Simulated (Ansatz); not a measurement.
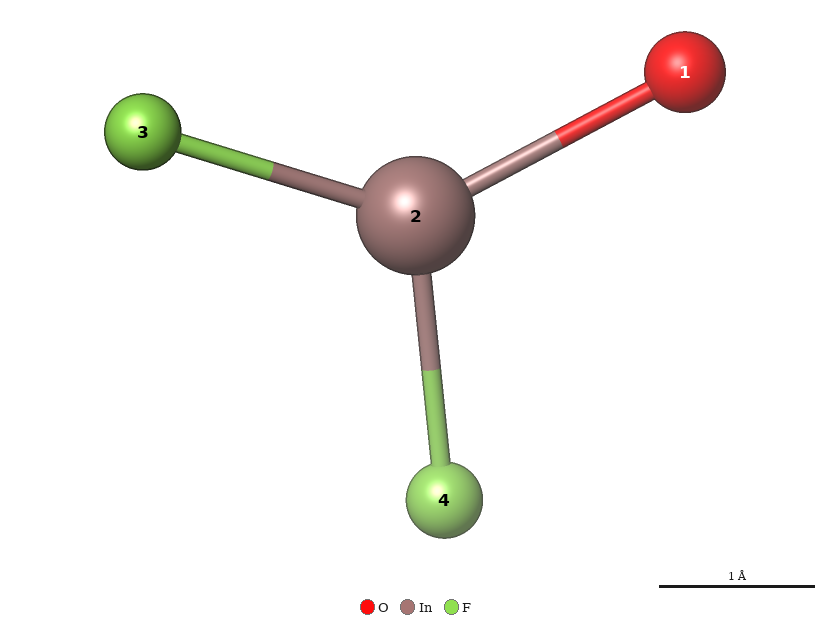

The picture comes from a calculation with Ansatz.

Orthographic view. Atoms fade into the background with distance from the viewer. The species is neutral and a spin doublet. Geometry: moved along internal coordinates away from the minimum.

Give the geometry as a Z-matrix, atoms in numerical order, with these reference atoms: 2 to 1; 3 to 2, 1; 4 to 2, 3, 1.

```
O  
In   1   1.983
F    2   1.924   1   134.2
F    2   1.924   3   115.7   1   180.0
```
